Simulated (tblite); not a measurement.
Molecular dynamics, with input and output: C3H7GeP

- system: C3H7GeP, SMILES CC#[C][GeH2][PH2]
- method: GFN2-xTB Langevin dynamics, gas phase (tblite 0.8.0)

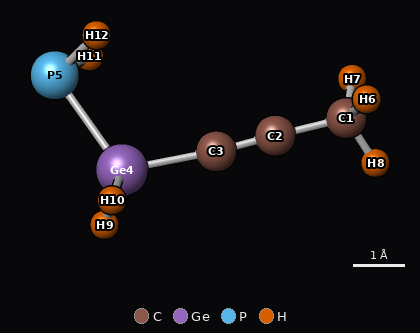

Figure 1. The structure as given in the input (ball-and-stick view, seen at a tilt; atoms are numbered from 1 in the order of the input). Sticks mark near contacts.

Summary

```json
{"quantity": "outcome", "value": "finished"}
{"quantity": "mean temperature over the second half", "value": "529 K"}
{"quantity": "trajectory", "value": "25 frames kept, 12600 fs"}
{"quantity": "hardware", "value": "1 CPU thread, shared host"}
{"quantity": "wall time", "value": "67 s"}
{"quantity": "peak memory", "value": "0.58 GiB"}
```

The input
```
{"job": {"dt": 1.5, "steps": 8000, "equilibration": 400, "friction": 0.005, "h_mass": 4.0, "temperature": 500, "xc": "GFN2-xTB", "basis": "xTB", "kind": "md"}, "charge": 0, "multiplicity": 1}
C      2.659740     0.446351     0.197402
C      1.309355     0.016906    -0.091861
C      0.193685    -0.361023    -0.351102
Ge    -1.608685    -0.864304    -0.671293
P     -3.119724     0.353613     0.559999
H      3.034979    -0.076275     1.076990
H      2.676068     1.519250     0.388738
H      3.310154     0.227473    -0.649060
H     -1.856204    -0.708005    -2.150250
H     -1.715982    -2.337805    -0.371207
H     -2.507100     1.556565     0.235142
H     -2.371494     0.224511     1.722394
```

The first line tells a small driver script what to run in tblite; the rest is the geometry in Å.

Launched with:
```bash
OMP_NUM_THREADS=1 python <driver script> task.json out
```

What the program printed
```
t/fs     T/K   E - E0/eV
     0.0    373.6     0.0000
   525.0    380.8     0.7711
  1050.0    349.8     0.7037
  1575.0    804.5     0.6609
  2100.0    546.7     0.8324
  2625.0    422.4     0.4659
  3150.0    492.2     0.6702
  3675.0    644.4     0.6329
  4200.0    485.0     0.8574
  4725.0    416.5     0.5665
  5250.0    584.1     0.5363
  5775.0    520.8     0.8125
  6300.0    504.6     0.4894
  6825.0    454.3     0.7610
  7350.0    459.5     0.3380
  7875.0    502.2     0.6020
  8400.0    465.9     0.3934
  8925.0    647.4     0.3959
  9450.0    464.4     0.7588
  9975.0    573.5     0.4438
 10500.0    687.5     0.4561
 11025.0    491.9     0.5281
 11550.0    474.3     0.6331
 12075.0    654.7     0.5069
 12600.0    491.2     0.9995
```

Trajectory as extended XYZ (Å, eV, eV/Å), 18 of the 25 frames kept, from step=0 to step=8400
```
12
Properties=species:S:1:pos:R:3:forces:R:3 step=0 time_fs=0.0 energy=-390.91870 temperature=373.6
C     2.6597    0.4464    0.1974    0.0010   0.0000   0.0010
C     1.3094    0.0169   -0.0919    0.0000   0.0010   0.0010
C     0.1937   -0.3610   -0.3511    0.0020   0.0030   0.0010
Ge   -1.6087   -0.8643   -0.6713    0.0000   0.0010  -0.0010
P    -3.1197    0.3536    0.5600    0.0010   0.0000   0.0000
H     3.0350   -0.0763    1.0770    0.0030   0.0000  -0.0010
H     2.6761    1.5192    0.3887    0.0010   0.0000   0.0000
H     3.3102    0.2275   -0.6491   -0.0010   0.0000   0.0000
H    -1.8562   -0.7080   -2.1503   -0.0010  -0.0020   0.0000
H    -1.7160   -2.3378   -0.3712   -0.0030   0.0000   0.0000
H    -2.5071    1.5566    0.2351   -0.0020  -0.0010   0.0000
H    -2.3715    0.2245    1.7224   -0.0020  -0.0020   0.0000
12
Properties=species:S:1:pos:R:3:forces:R:3 step=350 time_fs=525.0 energy=-390.14762 temperature=380.8
C     3.0606    0.7589   -0.8501    0.0360  -0.3420   3.6290
C     1.6655    0.5223   -1.0219   -0.6070  -0.0100  -0.2350
C     0.5135    0.1760   -1.0154   -1.9110  -0.7280  -0.6690
Ge   -1.2895   -0.5692   -1.6011    0.8040   2.6060   1.1210
P    -3.0423    1.0750   -1.0670    1.8690  -0.1580  -0.0260
H     3.3015    0.0580    0.0331    0.1610   0.5090  -1.1140
H     3.2574    1.7426   -0.3575    0.0590  -0.4080  -1.2080
H     3.6107    0.4348   -1.6858    0.7580   0.2820  -0.8520
H    -0.9161   -0.8772   -2.9793   -0.1390  -0.2680  -0.8010
H    -1.4841   -1.7720   -0.8143   -0.0840  -0.9580   0.4470
H    -2.0743    1.5758   -0.0992   -0.8740  -0.2480  -0.5850
H    -3.6363    0.2442   -0.1483   -0.0720  -0.2780   0.2930
12
Properties=species:S:1:pos:R:3:forces:R:3 step=1050 time_fs=1575.0 energy=-390.25779 temperature=804.5
C     1.7128    2.4754   -2.4254    0.2100  -1.9990   3.9120
C     0.5632    1.6414   -2.7419    1.0770   0.5190   0.4060
C    -0.5077    1.0999   -2.8028   -0.5710  -0.2020  -0.3480
Ge   -2.1455    0.1688   -3.0915    0.0560   0.2050   0.8180
P    -3.5174   -0.0018   -1.1701   -0.0860  -0.0580   0.0310
H     1.4856    2.9618   -1.4018    0.3900  -0.8500  -1.1150
H     1.8269    3.2481   -3.0358    0.0200   3.2210  -3.0010
H     2.7558    2.0549   -2.3661   -1.2790  -0.4840   0.0840
H    -2.9933    0.8394   -4.1494    0.1720  -0.0280   0.0090
H    -1.6228   -1.1424   -3.6098   -0.2660  -0.1780  -0.0340
H    -3.0615    0.9503   -0.2623    0.1020   0.4150  -0.5710
H    -2.7277   -0.8694   -0.4591    0.1760  -0.5600  -0.1890
12
Properties=species:S:1:pos:R:3:forces:R:3 step=1400 time_fs=2100.0 energy=-390.08626 temperature=546.7
C     2.3039    1.1228   -2.9947   -2.3980   0.1990   0.5080
C     0.8321    1.1072   -2.6490   -3.2210   0.4000  -0.9520
C    -0.4177    1.2793   -2.6998    3.8760  -0.6080   1.1300
Ge   -2.3532    1.3513   -2.2242    1.7080  -0.2610  -0.5110
P    -2.9027    0.2356   -0.2233    1.4990  -0.8980  -0.6300
H     2.3464    1.7627   -3.8723    0.5100  -0.3080  -0.0630
H     2.7747    0.1571   -3.0595   -0.3160  -0.4130  -0.6180
H     2.7657    1.5689   -2.1524    0.6240   0.8850   0.7140
H    -2.6452    2.8265   -2.1963   -0.1660   0.1510  -0.0660
H    -2.6848    0.7999   -3.6266   -0.6410   0.0370   0.5050
H    -2.0468    0.9514    0.6612   -0.2150  -0.0220  -0.5510
H    -1.7750   -0.7141   -0.5847   -1.2600   0.8380   0.5340
12
Properties=species:S:1:pos:R:3:forces:R:3 step=2100 time_fs=3150.0 energy=-390.24853 temperature=492.2
C     1.4649    1.1482   -4.3581    1.0060   0.1860   1.2660
C     0.5531    1.1423   -3.2100    2.1590  -0.6520  -3.2350
C    -0.1507    1.6385   -2.3961   -1.5650   0.7080   1.5850
Ge   -0.7513    1.4755   -0.6493   -0.6030   1.2390   1.3810
P    -2.1047   -0.3588   -0.4578    1.1570  -0.8820   0.6860
H     1.8758    2.1661   -4.3395   -0.1380  -0.1200  -0.5070
H     1.0868    0.8644   -5.3058   -0.8520   0.0530  -0.6790
H     2.3331    0.4965   -4.2112   -0.1660  -0.1340   0.3850
H     0.5664    1.3424    0.0526    0.1820  -0.2260   0.2860
H    -1.2188    2.9361   -0.0433    0.0950  -1.0080  -0.5330
H    -3.2103    0.3595   -0.3768   -1.4040   0.8870  -0.0990
H    -2.0376   -0.3841    0.9607    0.1280  -0.0490  -0.5360
12
Properties=species:S:1:pos:R:3:forces:R:3 step=2450 time_fs=3675.0 energy=-390.28579 temperature=644.4
C     0.8423    1.2907   -5.0763   -0.6540  -1.6870   0.6210
C     0.3233    1.0996   -3.7264   -0.1360   0.5310  -0.0530
C     0.0431    0.8923   -2.5674   -0.7580   0.2060  -0.2490
Ge   -1.0182    1.1064   -0.9746    0.3560   0.4250  -0.7500
P    -2.3349   -0.7279   -0.5706    0.3260  -0.5130   0.9690
H     0.0793    1.4988   -5.8195   -0.1680   0.1230   0.1850
H     1.2593    0.3058   -5.2750    0.2980  -0.0820  -0.6000
H     1.6085    2.0082   -5.0964    0.8630   0.9850  -0.0290
H     0.0650    0.8517   -0.0132    0.5050   0.3930   0.8100
H    -1.4100    2.6633   -1.1717    0.0860  -0.9930   0.4530
H    -3.4824   -0.0359   -0.7212   -0.8650   0.3020  -0.0180
H    -2.3956   -0.6988    0.9130    0.1470   0.3090  -1.3390
12
Properties=species:S:1:pos:R:3:forces:R:3 step=2800 time_fs=4200.0 energy=-390.06134 temperature=485.0
C     1.8836   -0.2132   -5.0636   -1.2800  -0.1520  -0.4380
C     0.8997    0.1096   -4.0216    0.2460   1.5290   0.7770
C     0.2325    0.5321   -3.0887    0.6430  -0.5260  -0.5090
Ge   -0.4948    1.3392   -1.4748   -0.9600   1.2140  -2.6680
P    -1.9871    0.0505   -0.4298   -0.8760  -0.7060   0.3970
H     2.6332    0.4780   -5.4389   -0.6210   0.9880   0.4070
H     1.3164   -0.5708   -5.9340    0.2890  -0.1720   0.1350
H     2.4889   -0.9621   -4.6414    0.5880  -1.5360   0.3550
H     0.6952    1.9217   -0.9084    0.9720   0.4190   0.7830
H    -1.2379    2.7184   -2.2867    0.5530  -1.0650   0.8640
H    -3.0220    0.6052   -1.1621   -0.0210  -0.2260  -0.3890
H    -2.4187    0.8681    0.5976    0.4670   0.2340   0.2850
12
Properties=species:S:1:pos:R:3:forces:R:3 step=3500 time_fs=5250.0 energy=-390.38237 temperature=584.1
C     2.1723   -0.8132   -2.6606    0.8800  -0.5930   0.8520
C     1.0201   -0.4482   -1.8189    1.9690  -1.2480  -1.5760
C     0.0428   -0.2444   -1.1695   -2.0580   0.7730   0.5940
Ge   -1.5739    0.3420   -0.2841    0.3930   0.7110  -0.1510
P    -0.7581    0.0104    1.7981   -0.3370   0.2820   0.5960
H     2.3949   -1.9052   -2.8528   -0.9990   0.8040   0.4920
H     3.1179   -0.5148   -2.0995   -1.0570   0.3200  -1.0710
H     1.9915   -0.3827   -3.6522    0.5520   0.2810   0.4050
H    -1.9678    1.8313   -0.5820    0.2070  -0.6860  -0.1090
H    -2.7395   -0.5577   -0.6021   -0.0100   0.0170  -0.2330
H    -0.6912   -1.2642    1.3054    0.1700  -0.6590   0.3640
H    -1.9942   -0.2023    2.4342    0.2890  -0.0020  -0.1630
12
Properties=species:S:1:pos:R:3:forces:R:3 step=3850 time_fs=5775.0 energy=-390.10625 temperature=520.8
C     0.6495   -0.4850   -2.8376   -1.6640   1.0350  -0.6720
C    -0.3542   -0.3024   -1.8465   -1.1000  -0.2530   2.6040
C    -1.0768   -0.1565   -0.8651    0.8710  -0.7920  -1.0590
Ge   -1.7854   -0.3275    0.9105    0.2100   1.2440   0.2210
P    -0.1612    0.6398    2.3326   -1.7520   0.9470   0.4640
H     0.6435   -1.3840   -3.3364   -0.5900  -2.6680  -0.7330
H     1.6127   -0.3900   -2.5088    2.3470   0.7620   1.2670
H     0.4319    0.1909   -3.6204    0.0700   1.3350  -0.9540
H    -3.0750    0.5373    0.9319    0.4280  -0.2950   0.0640
H    -2.1515   -1.6272    1.5600   -0.0640  -0.3490  -0.3890
H     0.7808    0.7059    1.4197    1.0400   0.5670  -1.5260
H     0.4745   -0.4554    2.7160    0.2040  -1.5330   0.7130
12
Properties=species:S:1:pos:R:3:forces:R:3 step=4550 time_fs=6825.0 energy=-390.15774 temperature=454.3
C     0.3427   -0.6342   -5.2101    0.4180  -1.8590   0.4030
C     0.2158   -0.6296   -3.7532    0.0370   0.6780   0.5370
C     0.3308   -0.4837   -2.5486   -0.3760   0.7000  -0.1250
Ge   -0.0519    0.3274   -0.7885   -0.8900  -0.3990  -0.5970
P    -0.2064    2.7571   -0.7678   -0.5670  -0.1900  -0.9620
H     1.2134   -1.3572   -5.3781   -0.4330   1.6300  -0.2840
H     0.3850    0.4165   -5.5502    0.4250  -0.8980  -0.0790
H    -0.4589   -1.2005   -5.7197   -0.1390   0.6450   0.3930
H    -1.3091   -0.5840   -0.4227    0.3750   0.5770   0.0060
H     0.9671   -0.1170    0.2356    0.1890   0.0680  -0.0460
H    -1.1012    3.0657    0.2586    0.0620  -0.5090   0.1220
H    -1.2884    2.9627   -1.7373    0.8980  -0.4440   0.6340
12
Properties=species:S:1:pos:R:3:forces:R:3 step=4900 time_fs=7350.0 energy=-390.58074 temperature=459.5
C    -0.7480   -1.2699   -5.4960    1.1310  -0.2510  -1.0170
C    -0.8658   -0.9951   -4.1033    0.0520  -0.3820  -0.2160
C    -1.1354   -0.9873   -2.9348   -0.2460   0.4870   1.4100
Ge   -1.3627   -0.5560   -1.0731    0.5260  -1.9990   0.2920
P    -1.0621    1.6309   -0.7234   -0.6910   1.0000  -0.2040
H    -0.9840   -2.3077   -5.7272   -0.4860   0.0510   0.0910
H     0.2659   -1.1535   -5.9140    0.0370   0.1720   0.5550
H    -1.3387   -0.5644   -6.0443   -0.6810   0.1440  -0.3790
H    -2.6732   -1.0829   -0.5242   -0.2700   0.2540  -0.2950
H    -0.4769   -1.7077   -0.3364   -0.1560   0.8550  -0.3990
H     0.2868    1.5782   -0.6935    0.7900  -0.0940   0.0210
H    -1.1748    1.6581    0.6516   -0.0070  -0.2360   0.1420
12
Properties=species:S:1:pos:R:3:forces:R:3 step=5600 time_fs=8400.0 energy=-390.52530 temperature=465.9
C    -1.4896   -2.0101   -6.2902    0.0060  -0.4670  -0.1220
C    -1.4869   -1.7388   -4.8683   -0.3860   0.3750   1.0010
C    -1.6203   -1.4559   -3.6915   -0.0100  -0.3700  -1.6890
Ge   -1.7021   -0.9333   -1.8904    0.5100   0.0670  -0.9470
P    -2.2744    1.2543   -1.6756   -1.1270   0.2640   0.3300
H    -0.5836   -1.5830   -6.7455   -0.4370  -0.0420   0.0070
H    -2.4171   -1.5863   -6.7212    0.6010  -0.1600   0.0380
H    -1.4793   -3.1071   -6.4681   -0.0410   0.6110   0.0840
H    -2.5631   -1.9227   -1.2701   -0.5670  -0.4420   0.5710
H    -0.2891   -1.2641   -1.5851    0.3760   0.0380   0.5790
H    -1.9011    1.7647   -2.8823   -0.2860  -0.2770  -0.8740
H    -1.0076    1.4793   -1.3636    1.3610   0.4030   1.0210
12
Properties=species:S:1:pos:R:3:forces:R:3 step=5950 time_fs=8925.0 energy=-390.52284 temperature=647.4
C    -0.1366   -0.8317   -6.4567   -0.2550  -1.3870  -0.6370
C    -0.5167   -0.6289   -5.0913   -0.4900   0.0090  -0.0510
C    -0.9542   -0.5571   -3.9712    0.7060  -0.1120  -0.7080
Ge   -1.8537   -0.5666   -2.3679   -0.6320  -1.4630   1.2510
P    -1.8503    1.2089   -1.0419   -0.3550   0.9100   0.6910
H     0.2402    0.0685   -6.9134   -0.1980   0.2630  -0.2750
H    -0.9839   -1.3315   -7.0494    1.0330   1.0020   0.7600
H     0.6812   -1.5635   -6.4382   -0.0030   0.0670  -0.1760
H    -3.2097   -1.0454   -2.8006   -0.2690   0.1900  -0.0020
H    -1.5127   -1.7221   -1.3428    0.1720   0.3670  -0.6920
H    -1.2807    2.0542   -1.9449   -0.0230   0.4080  -0.4400
H    -0.6000    0.9421   -0.5576    0.3150  -0.2550   0.2790
12
Properties=species:S:1:pos:R:3:forces:R:3 step=6300 time_fs=9450.0 energy=-390.15986 temperature=464.4
C    -1.3474   -0.5983   -7.0281   -1.9610   2.2320   0.1570
C    -1.4131   -0.5324   -5.5558    0.3000   0.6990   1.5980
C    -1.4632   -0.3857   -4.3284    0.0720  -0.1930  -3.7420
Ge   -1.3923   -0.1787   -2.4754    2.5030  -1.6710  -0.3270
P    -1.9001    1.5876   -1.3313   -1.1660   1.4040   0.6860
H    -0.4579   -0.2566   -7.5243    0.9260  -0.6330   0.4690
H    -2.0555    0.2008   -7.4886    0.3830  -0.9740   1.0400
H    -1.7522   -1.5205   -7.3692    0.2000  -0.8450  -0.2850
H    -1.8832   -1.4686   -2.0121   -0.5680  -0.7220   0.4890
H     0.2332   -0.4188   -2.1741   -1.1060   0.1940  -0.2390
H    -2.6734    2.0740   -2.3976    0.1150   0.1630   0.3230
H    -0.7590    2.2113   -1.7511    0.3010   0.3460  -0.1670
12
Properties=species:S:1:pos:R:3:forces:R:3 step=7000 time_fs=10500.0 energy=-390.46258 temperature=687.5
C    -1.3779   -1.2286   -6.8836    1.7940   1.1230   0.2120
C    -1.5833   -0.3828   -5.7085   -0.0480  -0.5310  -0.6240
C    -1.6733    0.2749   -4.7038    0.2490  -0.4010   0.6510
Ge   -1.5931    1.0623   -2.9722    0.4980   1.4440  -1.0940
P    -3.0599    2.7735   -3.3281   -0.7620   0.8550   1.3100
H    -1.8669   -0.8918   -7.7823   -0.5700   0.0840  -0.0310
H    -1.6121   -2.2475   -6.6336   -0.0690  -0.3110  -0.0710
H    -0.2691   -1.1118   -7.1223   -1.0720  -0.4860   0.2960
H    -1.9093    0.3209   -1.7686   -0.2810  -0.7670   0.4970
H    -0.1897    1.6150   -2.7757   -0.0010  -0.2520  -0.0490
H    -2.2556    3.8783   -3.5740    0.3270  -0.3270  -0.1460
H    -3.1298    3.1897   -1.9344   -0.0630  -0.4330  -0.9500
12
Properties=species:S:1:pos:R:3:forces:R:3 step=7350 time_fs=11025.0 energy=-390.39063 temperature=491.9
C     0.1096   -0.6586   -6.2597    0.7130   0.9390   0.3810
C    -0.6890   -0.4479   -5.0658    0.4190   0.1730   0.1690
C    -1.2702   -0.3276   -4.0100    0.5070  -0.3890  -0.8430
Ge   -2.2792    0.5254   -2.6974    0.1990   0.4200  -0.2590
P    -1.7034    2.6989   -3.2594   -0.0560   0.2420   1.9000
H     0.6580    0.2697   -6.6096   -1.4170  -0.6260   0.0270
H    -0.4982   -1.1994   -6.9530   -0.2560   0.2710  -0.9020
H     0.9532   -1.2779   -6.0586    0.5930  -0.9330   0.5750
H    -3.6753    0.1851   -3.0588   -0.4860  -0.0910   0.1180
H    -1.9467   -0.0345   -1.3667    0.0370   0.0100   0.3090
H    -3.0620    3.0171   -3.1387    0.2750   0.1650  -0.6250
H    -1.5589    2.4176   -4.5701   -0.5260  -0.1820  -0.8520
12
Properties=species:S:1:pos:R:3:forces:R:3 step=8050 time_fs=12075.0 energy=-390.41182 temperature=654.7
C     0.6809   -2.1248   -3.4783   -0.6840  -0.6150   1.8700
C    -0.0730   -0.9306   -3.3096   -1.0940   1.7650   0.5650
C    -0.7264    0.0936   -3.1972    1.5040  -2.8150  -0.0980
Ge   -1.5026    1.7152   -3.3907   -0.9070   1.9160  -1.4960
P    -0.4487    2.6618   -5.3819   -0.2240   0.0140   1.4550
H     0.6345   -2.8256   -2.6180   -0.4750   0.3260  -0.3480
H     1.6895   -1.8851   -3.5367    1.9030   0.4590  -0.5760
H     0.2869   -2.5593   -4.3412   -0.2150  -1.0920  -1.3760
H    -2.9495    1.5324   -3.8720    0.1710  -0.0310   0.3430
H    -1.5062    2.2748   -1.9992   -0.0370   0.3720   0.0090
H     0.6580    2.9004   -4.5759    0.2640  -0.1190  -0.2620
H    -0.8392    3.9829   -5.1443   -0.2070  -0.1790  -0.0860
12
Properties=species:S:1:pos:R:3:forces:R:3 step=8400 time_fs=12600.0 energy=-389.91923 temperature=491.2
C     1.7760   -0.7037   -2.1150    2.2310   1.3360  -0.0990
C     0.5919   -0.0836   -2.6135   -3.0390   1.9200   0.1590
C    -0.3747    0.6021   -2.9739    2.6450  -1.7930   1.0700
Ge   -1.4573    2.0373   -3.5208   -1.1880  -0.6730  -0.2410
P    -0.2242    2.8795   -5.2553    0.9650  -0.2630   1.0720
H     2.4438   -0.3686   -2.9773    0.1550  -0.8560   1.2500
H     1.7981   -1.7520   -1.9706   -0.4130  -1.0940  -0.5060
H     2.2409   -0.3574   -1.1107   -1.0970   0.2940  -1.5410
H    -2.8049    1.1858   -4.0107    0.6590   0.9590   0.5480
H    -1.4862    2.9510   -2.2286   -0.3790  -0.3900  -0.5820
H     0.6052    3.1933   -4.0983    0.0030  -0.1780  -1.0580
H    -0.6677    4.1555   -5.2119   -0.5420   0.7370  -0.0720
```

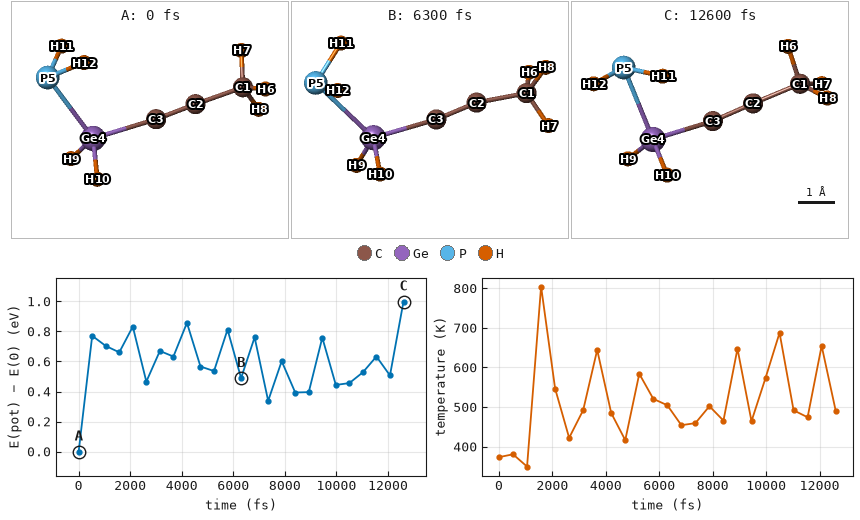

Figure 2. Frames of the molecular dynamics (ball-and-stick, seen at a tilt) above the curves, on which the letters mark them. The trajectory kept here has 25 frames over 12600 fs. The temperature starts at 374 K, ranges from 350 to 804 K and averages 529 K over the second half. The potential energy ends 0.999 eV above its first value. After an unweighted best fit of the last frame on the first, the root-mean-square displacement is 1.10 Å, and H11 has moved furthest (2.14 Å).
